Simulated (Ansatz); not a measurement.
## Energy over volume and axial ratio for Ta (bcc, W type)

Ta (bcc, W type), conventional cell a = b = c = 3.305 Å, α = β = γ = 90.00°. The calculation uses the primitive cell of 1 atom, to which meshes and values per cell refer.

Grid over V/V₀ and (c/a)/(c/a)₀, subscript 0 meaning the relaxed cell; the conventional c axis lies along z; no internal relaxation.

Calculation: r2SCAN (plane waves to 500 eV, PAW, scalar-relativistic; Ansatz, a first-principles code). k mesh 20×20×20 (Γ-centred), Fermi-Dirac smearing 0.05 eV. The energy includes the smearing's −TS. With partly filled bands, the response to shear is sensitive to the k mesh, so small differences along c/a are uncertain. Spin-orbit coupling is left out, though Ta is heavy. Ta is run without spin polarisation. Ta was relaxed with its symmetry unable to fall. The PAW data are Ansatz's earlier set. The zero of ΔE is the relaxed starting cell.

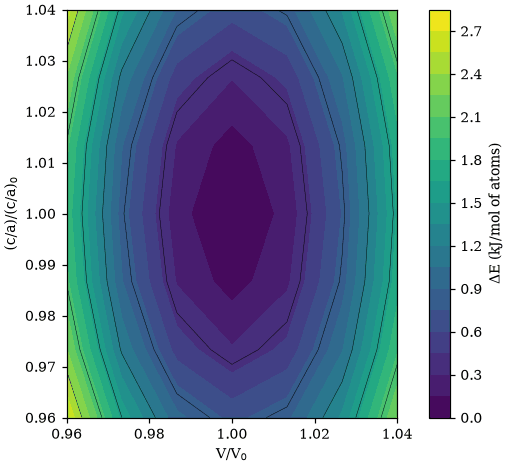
ΔE (kJ/mol of atoms) over the 7×7 grid of computed points.

The shear modulus C′ = (C11 − C12)/2 (fit, atoms clamped) is 62 GPa. Highest place on the grid: V/V₀ = 0.960, (c/a)/(c/a)₀ = 0.960 (28 meV/atom). Lowest place on the grid: V/V₀ = 1.000, (c/a)/(c/a)₀ = 1.000 (0 meV/atom).

Near the relaxed cell σzz − σxx = −2Cδ (compression positive), C being this modulus and δ the logarithm of the ratio.

(A scan under strain: stresses follow from slopes of the energy per volume, elastic moduli from its curvatures.)
